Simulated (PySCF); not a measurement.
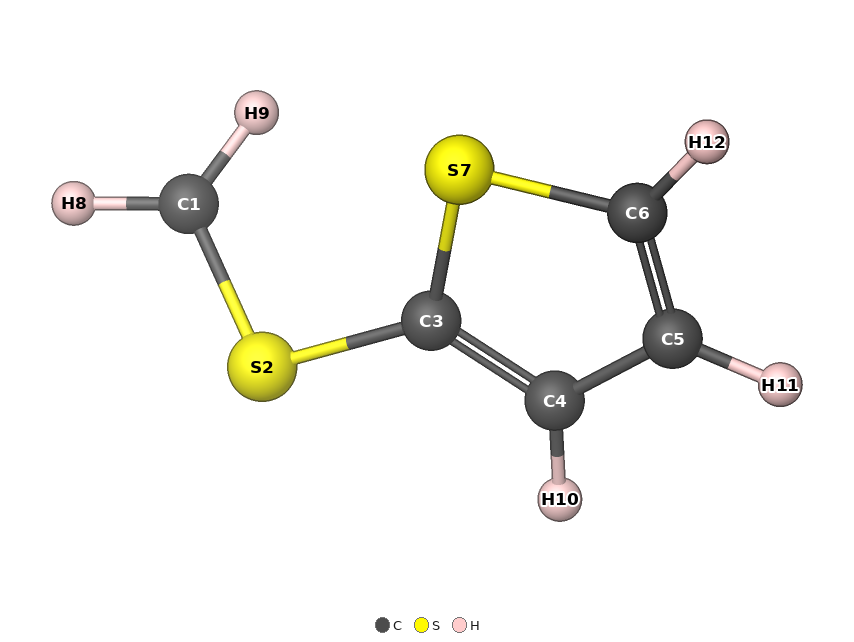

The species is neutral and a spin doublet. The geometry was computed by an optimisation with PBE0-D3(BJ)/def2-SVP. No frequency run is at hand to confirm it as a minimum. Level of theory: UKS B3LYP, IGLO-III on C S, pcH-1 on H, non-relativistic (PySCF 2.14.0).

Give the isotropic hyperfine couplings (Fermi-contact term alone) of C1, S2, C3, C4, C5, C6, S7, H8, H9, H10, H11, H12.

```tsv
atom	isotope	a_iso (MHz)
C1	13C	90.3
S2	33S	9.4
C3	13C	15.0
C4	13C	4.6
C5	13C	−3.0
C6	13C	2.8
S7	33S	0.1
H8	1H	−52.2
H9	1H	−39.2
H10	1H	−2.9
H11	1H	1.0
H12	1H	−1.4
```
